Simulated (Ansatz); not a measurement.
# C3H10Si2: up Jacob's ladder to CCSD(T)

How much do the methods differ for C3H10Si2? The plan is to run it at one geometry with functionals of several rungs and with coupled cluster. The yardstick is the atomisation energy at the CCSD(T) limit.

Program: Ansatz 0.2.0, Gaussian basis. Level of theory: functionals in def2-TZVPP, the program's frozen cores in correlated methods. These are calculated values, not measurements.

Levels to be run: PBE-D4, r2SCAN-D4, PBE0-D4, B3LYP-D4, ωB97X-V, ωB97M-V, B2PLYP; CCSD(T)/def2-TZVPP; MP2/def2-QZVPP; extrapolation to the limit.

### 1 The geometry

All runs share one geometry, relaxed beforehand with PBE0-D4 in a triple-zeta def2 set.

SMILES `CC1([SiH3])C[SiH2]1`, 15 atoms, charge 0, spin multiplicity 1.

Atoms are counted from 1 here; the program's logs count them from 0.

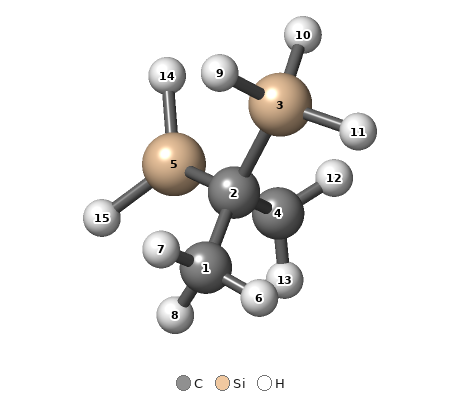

The structure; carbon grey, silicon light orange, hydrogen white; atoms are numbered from 1 in the order of the file.

### 2 PBE-D4 (GGA)

in.yaml

```yaml
crystal:
  periodic: [false, false, false]
  atoms:
    - {symbol: C, position_ang: [-1.439751, -0.791183, -0.174577]}
    - {symbol: C, position_ang: [-0.108181, -0.080738, -0.019620]}
    - {symbol: Si, position_ang: [1.393887, -1.166101, -0.113381]}
    - {symbol: C, position_ang: [0.008346, 1.291076, -0.736556]}
    - {symbol: Si, position_ang: [-0.004706, 1.396864, 1.104362]}
    - {symbol: H, position_ang: [-1.536280, -1.229819, -1.174232]}
    - {symbol: H, position_ang: [-1.554516, -1.594925, 0.556956]}
    - {symbol: H, position_ang: [-2.282127, -0.104753, -0.039872]}
    - {symbol: H, position_ang: [1.341638, -2.225969, 0.930351]}
    - {symbol: H, position_ang: [2.619244, -0.344404, 0.089647]}
    - {symbol: H, position_ang: [1.497895, -1.829740, -1.446116]}
    - {symbol: H, position_ang: [0.925029, 1.497727, -1.281730]}
    - {symbol: H, position_ang: [-0.879009, 1.600396, -1.282452]}
    - {symbol: H, position_ang: [1.242696, 1.698371, 1.837151]}
    - {symbol: H, position_ang: [-1.245966, 1.832496, 1.779369]}
basis:
  gaussian: {orbitals: def2-TZVPP}
hamiltonian: {xc: pbe, dispersion: d4}
output: {forces: true, orbitals: {seedname: orbitals}}
```

On the command line:

```
> ansatz run in.yaml --threads 4 --pin off --events-out ev --progress --plain --max-ram 10444MiB
```

The log of the run, cut to the lines that bear on the results:

```text
Functional definition: PBE
  name "PBE"
  cite "Perdew, Burke & Ernzerhof, Phys. Rev. Lett. 77, 3865 (1996) doi:10.1103/PhysRevLett.77.3865"
  parent pbe
[...]
1706 factors; their error is unknown
[...]
mean field -19016.96641889 eV, -698.8606257313 hartree, gradient 1.5e-5 eV, S^2 0.000000; 0 other end points of the search recorded, 0 dependent functions left out
[...]
reference -19016.96647138 eV, -698.8606276602 hartree; 28, 28 occupied and 289, 289 virtual orbitals, 1706 factors
Total energy: -19017.35009511 eV, -698.8747255725 hartree
Atom 0 at    -1.439751    -0.791183    -0.174577 Å, force     0.008399    -0.011498     0.023279 eV/Å
Atom 1 at    -0.108181    -0.080738    -0.019620 Å, force    -0.002229    -0.113124    -0.067246 eV/Å
Atom 2 at     1.393887    -1.166101    -0.113381 Å, force     0.050555    -0.034484     0.014559 eV/Å
Atom 3 at     0.008346     1.291076    -0.736556 Å, force     0.012911     0.018115    -0.127109 eV/Å
Atom 4 at    -0.004706     1.396864     1.104362 Å, force     0.027118     0.150058     0.283539 eV/Å
Atom 5 at    -1.536280    -1.229819    -1.174232 Å, force    -0.023017    -0.089866    -0.197929 eV/Å
Atom 6 at    -1.554516    -1.594925     0.556956 Å, force    -0.033916    -0.161007     0.140039 eV/Å
Atom 7 at    -2.282127    -0.104753    -0.039872 Å, force    -0.173544     0.129962     0.023980 eV/Å
Atom 8 at     1.341638    -2.225969     0.930351 Å, force    -0.002583    -0.105384     0.104075 eV/Å
Atom 9 at     2.619244    -0.344404     0.089647 Å, force     0.121940     0.076340     0.019214 eV/Å
Atom 10 at     1.497895    -1.829740    -1.446116 Å, force     0.010464    -0.067346    -0.137641 eV/Å
Atom 11 at     0.925029     1.497727    -1.281730 Å, force     0.178229     0.059948    -0.102802 eV/Å
Atom 12 at    -0.879009     1.600396    -1.282452 Å, force    -0.172539     0.074155    -0.109776 eV/Å
Atom 13 at     1.242696     1.698371     1.837151 Å, force     0.138053     0.030462     0.071362 eV/Å
Atom 14 at    -1.245966     1.832496     1.779369 Å, force    -0.139842     0.043670     0.062455 eV/Å
Dipole moment:    -0.167124     0.095977    -0.001267 e Å
```

Run time: 3.3 s. Hardware: 4 threads of AMD EPYC 7B13, shared host; peak memory 0.53 GiB.

Atomisation energy: 1283.2 kcal/mol (free atoms -18961.706 eV, run apart). HOMO -5.73 eV, LUMO -0.77 eV.

### 3 r2SCAN-D4 (meta-GGA)

Edit in.yaml of step 2 so:

```diff
@@ -20,3 +20,3 @@
   gaussian: {orbitals: def2-TZVPP}
-hamiltonian: {xc: pbe, dispersion: d4}
+hamiltonian: {xc: r2scan, dispersion: d4}
 output: {forces: true, orbitals: {seedname: orbitals}}
```

Launched as before.

The log of the run, cut to the lines that bear on the results:

```text
Functional definition: r2SCAN
  name "r2SCAN"
  cite "Furness, Kaplan, Ning, Perdew & Sun, J. Phys. Chem. Lett. 11, 8208 (2020) doi:10.1021/acs.jpclett.0c02405"
  cite "Furness, Kaplan, Ning, Perdew & Sun, J. Phys. Chem. Lett. 11, 9248 (2020) doi:10.1021/acs.jpclett.0c03077"
  parent r2scan
[...]
1706 factors; their error is unknown
[...]
mean field -19026.47684095 eV, -699.2101272958 hartree, gradient 4.7e-5 eV, S^2 0.000000; 0 other end points of the search recorded, 0 dependent functions left out
[...]
reference -19026.47685658 eV, -699.2101278703 hartree; 28, 28 occupied and 289, 289 virtual orbitals, 1706 factors
Total energy: -19026.57278131 eV, -699.2136530387 hartree
Atom 0 at    -1.439751    -0.791183    -0.174577 Å, force    -0.133984    -0.067950    -0.002672 eV/Å
Atom 1 at    -0.108181    -0.080738    -0.019620 Å, force     0.113503    -0.097293     0.032546 eV/Å
[...]
Atom 5 at    -1.536280    -1.229819    -1.174232 Å, force     0.000407     0.003304     0.003258 eV/Å
Atom 6 at    -1.554516    -1.594925     0.556956 Å, force    -0.003610     0.008001    -0.010677 eV/Å
Atom 7 at    -2.282127    -0.104753    -0.039872 Å, force     0.003757    -0.005908    -0.005079 eV/Å
Atom 8 at     1.341638    -2.225969     0.930351 Å, force     0.001155     0.019967    -0.021549 eV/Å
Atom 9 at     2.619244    -0.344404     0.089647 Å, force    -0.027600    -0.018810    -0.006892 eV/Å
Atom 10 at     1.497895    -1.829740    -1.446116 Å, force    -0.003197     0.010299     0.019737 eV/Å
Atom 11 at     0.925029     1.497727    -1.281730 Å, force    -0.011460     0.001887     0.007405 eV/Å
Atom 12 at    -0.879009     1.600396    -1.282452 Å, force     0.006479    -0.004915     0.003931 eV/Å
Atom 13 at     1.242696     1.698371     1.837151 Å, force    -0.012841    -0.003474    -0.015022 eV/Å
Atom 14 at    -1.245966     1.832496     1.779369 Å, force     0.010495    -0.006122    -0.018562 eV/Å
Dipole moment:    -0.168531     0.098345     0.003222 e Å
```

Wall time 5.5 s (4 threads of AMD EPYC 7B13, shared host); peak memory 0.56 GiB.

Atomisation energy: 1275.8 kcal/mol (free atoms -18971.250 eV, run apart). HOMO -5.91 eV, LUMO -0.48 eV.

### 4 PBE0-D4 (hybrid)

Edit in.yaml of step 3 so:

```diff
@@ -20,3 +20,3 @@
   gaussian: {orbitals: def2-TZVPP}
-hamiltonian: {xc: r2scan, dispersion: d4}
-output: {forces: true, orbitals: {seedname: orbitals}}
+hamiltonian: {xc: pbe0, dispersion: d4}
+output: {orbitals: {seedname: orbitals}}
```

Launched as before.

The log of the run:

```text
Functional definition: PBE0
  name "PBE0"
  cite "Adamo & Barone, J. Chem. Phys. 110, 6158 (1999) doi:10.1063/1.478522"
  cite "Perdew, Burke & Ernzerhof, Phys. Rev. Lett. 77, 3865 (1996) doi:10.1103/PhysRevLett.77.3865"
  parent pbe
  parameter a = 0.25
  parameter kappa = 0.804
  parameter beta = 0.06672455060314922
  exchange = (1 - a)*pbe_x(kappa = kappa, mu = beta*pi^2/3) + a*exact_x
  correlation = pbe_c(beta = beta)
1712 factors; their error is unknown
mean field evaluation 1: about -19007.4957 eV, gradient 6.9e1 eV
mean field evaluation 2: about -18985.0073 eV, gradient 1.1e2 eV
mean field evaluation 4: about -19019.1268 eV, gradient 6.6e0 eV
mean field evaluation 8: about -19019.2224 eV, gradient 9.2e-2 eV
mean field evaluation 16: about -19019.2436 eV, gradient 5.1e-5 eV
mean field -19019.24356958 eV, -698.9443094756 hartree, gradient 5.1e-5 eV, S^2 0.000000; 0 other end points of the search recorded, 0 dependent functions left out
reference -19019.24360865 eV, -698.9443109116 hartree; 28, 28 occupied and 289, 289 virtual orbitals, 1712 factors
Total energy: -19019.56975960 eV, -698.9562967379 hartree
```

Run time: 4 s. Hardware: 4 threads of AMD EPYC 7B13, shared host; peak memory 1 GiB.

Atomisation energy: 1274.4 kcal/mol (free atoms -18964.307 eV, run apart). HOMO -6.79 eV, LUMO 0.05 eV.

### 5 B3LYP-D4 (hybrid)

B3LYP here takes the VWN-RPA correlation.

Edit in.yaml of step 4 so:

```diff
@@ -20,3 +20,3 @@
   gaussian: {orbitals: def2-TZVPP}
-hamiltonian: {xc: pbe0, dispersion: d4}
-output: {orbitals: {seedname: orbitals}}
+hamiltonian: {xc: {name: B3LYP}, dispersion: d4}
+output: {forces: true, orbitals: {seedname: orbitals}}
```

Same command.

The log of the run, cut to the lines that bear on the results:

```text
Functional definition: B3LYP
  name "B3LYP"
  cite "Stephens, Devlin, Chabalowski & Frisch, J. Phys. Chem. 98, 11623 (1994) doi:10.1021/j100096a001"
  cite "Becke, Phys. Rev. A 38, 3098 (1988) doi:10.1103/PhysRevA.38.3098"
  cite "Lee, Yang & Parr, Phys. Rev. B 37, 785 (1988) doi:10.1103/PhysRevB.37.785"
  cite "Vosko, Wilk & Nusair, Can. J. Phys. 58, 1200 (1980) doi:10.1139/p80-159"
[...]
1712 factors; their error is unknown
[...]
mean field -19031.33390297 eV, -699.3886210328 hartree, gradient 1.7e-5 eV, S^2 0.000000; 0 other end points of the search recorded, 0 dependent functions left out
[...]
reference -19031.33422866 eV, -699.3886330017 hartree; 28, 28 occupied and 289, 289 virtual orbitals, 1712 factors
Total energy: -19031.95191324 eV, -699.4113324912 hartree
Atom 0 at    -1.439751    -0.791183    -0.174577 Å, force    -0.189337    -0.103859    -0.021572 eV/Å
[...]
Atom 5 at    -1.536280    -1.229819    -1.174232 Å, force    -0.012430     0.016027     0.047835 eV/Å
Atom 6 at    -1.554516    -1.594925     0.556956 Å, force    -0.007403     0.036324    -0.041148 eV/Å
Atom 7 at    -2.282127    -0.104753    -0.039872 Å, force     0.030459    -0.052783    -0.014608 eV/Å
Atom 8 at     1.341638    -2.225969     0.930351 Å, force     0.005024     0.067842    -0.064585 eV/Å
Atom 9 at     2.619244    -0.344404     0.089647 Å, force    -0.080939    -0.061451    -0.012534 eV/Å
Atom 10 at     1.497895    -1.829740    -1.446116 Å, force    -0.003895     0.038533     0.082244 eV/Å
Atom 11 at     0.925029     1.497727    -1.281730 Å, force    -0.077494    -0.006454     0.016219 eV/Å
Atom 12 at    -0.879009     1.600396    -1.282452 Å, force     0.077614    -0.012836     0.012755 eV/Å
Atom 13 at     1.242696     1.698371     1.837151 Å, force    -0.093761    -0.016927    -0.045020 eV/Å
Atom 14 at    -1.245966     1.832496     1.779369 Å, force     0.092147    -0.021869    -0.037302 eV/Å
Dipole moment:    -0.159577     0.108130     0.025813 e Å
```

Run time: 7 s. Hardware: 4 threads of AMD EPYC 7B13, shared host; peak memory 1.2 GiB.

Atomisation energy: 1272.1 kcal/mol (free atoms -18976.789 eV, run apart). HOMO -6.59 eV, LUMO -0.17 eV.

### 6 ωB97X-V (range-separated)

Edit in.yaml of step 5 so:

```diff
@@ -20,3 +20,3 @@
   gaussian: {orbitals: def2-TZVPP}
-hamiltonian: {xc: {name: B3LYP}, dispersion: d4}
-output: {forces: true, orbitals: {seedname: orbitals}}
+hamiltonian: {xc: {name: wB97X-V}}
+output: {orbitals: {seedname: orbitals}}
```

Same command.

The log of the run, cut to the lines that bear on the results:

```text
Functional definition: wB97X-V
  name "wB97X-V"
  cite "Mardirossian & Head-Gordon, Phys. Chem. Chem. Phys. 16, 9904 (2014) doi:10.1039/C3CP54374A"
  cite "Becke, J. Chem. Phys. 107, 8554 (1997) doi:10.1063/1.475007"
  cite "Vydrov & Van Voorhis, J. Chem. Phys. 133, 244103 (2010) doi:10.1063/1.3521275"
[...]
      + integral(e_c_pw_opposite_spin*poly(b97_u_opposite, cos0, cos1)) + vv10(b, c)
1712 factors; their error is unknown
431 factors; integrals over basis functions are off by at most 1.0e-5 eV
[...]
mean field -19026.69889928 eV, -699.2182877890 hartree, gradient 3.4e-5 eV, S^2 0.000000; 0 other end points of the search recorded, 0 dependent functions left out
reference -19026.69889674 eV, -699.2182876954 hartree; 28, 28 occupied and 289, 289 virtual orbitals, 1712 factors
Total energy: -19026.69889674 eV, -699.2182876954 hartree
```

Run time: 9 s. Hardware: 4 threads of AMD EPYC 7B13, shared host; peak memory 1.2 GiB.

Atomisation energy: 1279.3 kcal/mol (free atoms -18971.224 eV, run apart). HOMO -9.02 eV, LUMO 1.98 eV.

[end of part 1 of 2]
